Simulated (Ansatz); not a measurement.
**BH3 (SMILES [H]B([H])[H]): methods side by side**

BH3 has 4 atoms, charge 0, and is taken as a singlet. SMILES: `[H]B([H])[H]`. The coordinates come from a GFN2-xTB relaxation.

```xyz
4

B     0.0001    0.0000   -0.0014
H     1.1639   -0.0303    0.0153
H    -0.5553    1.0234   -0.0186
H    -0.6086   -0.9931    0.0048
```

Each level gives the electronic atomisation energy (eV). The values are calculated. Electronic energies at fixed atoms, without zero-point motion or spin-orbit coupling.

```tsv
level	kind	program	value (eV)	less CCSD(T)/6-31G*	CPU time (all runs)
PBE/6-31G* (spherical functions)	GGA	Ansatz	12.16	+1.05	1.2 s
r2SCAN/6-31G* (spherical functions)	meta-GGA	Ansatz	12.28	+1.17	3.7 s
r2SCAN0/6-31G* (spherical functions)	hybrid meta-GGA	Ansatz	12.27	+1.16	2.5 s
CAM-B3LYP/6-31G* (spherical functions)	range-separated hybrid	Ansatz	12.46	+1.35	1.2 s
wB97M-V/6-31G* (spherical functions)	range-separated hybrid	Ansatz	12.48	+1.37	9 s
CCSD(T)/6-31G* (spherical functions)	coupled cluster or CI	Ansatz	11.11	0.00	0.33 s
CCSDT(Q)/6-31G* (spherical functions)	coupled cluster or CI	Ansatz	11.11	0.00	1.1 s
CCSDTQ/6-31G* (spherical functions)	coupled cluster or CI	Ansatz	11.11	0.00	5.2 s
FCI/3-21G	exact in the basis	Ansatz	10.58	-0.53	0.47 s
```

CCSD(T)/6-31G* (spherical functions) is the highest level here, not the true value. The values span 10.58 to 12.48 eV. High-level rows in very small sets aren't better than simpler rows in larger ones. Times are those of the runs behind each value, whatever else they computed, on shared processors of several kinds: orders of magnitude only.

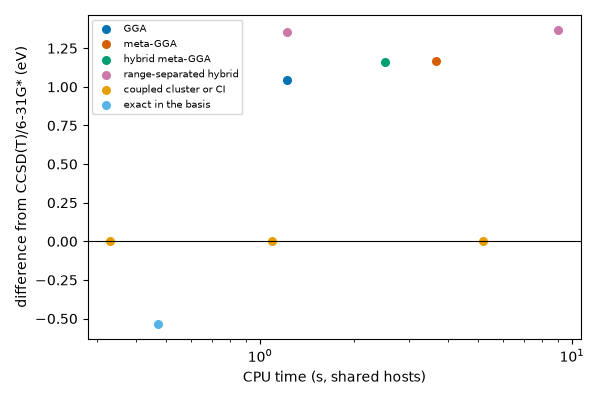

Difference from CCSD(T)/6-31G* against processor time, one point a level.
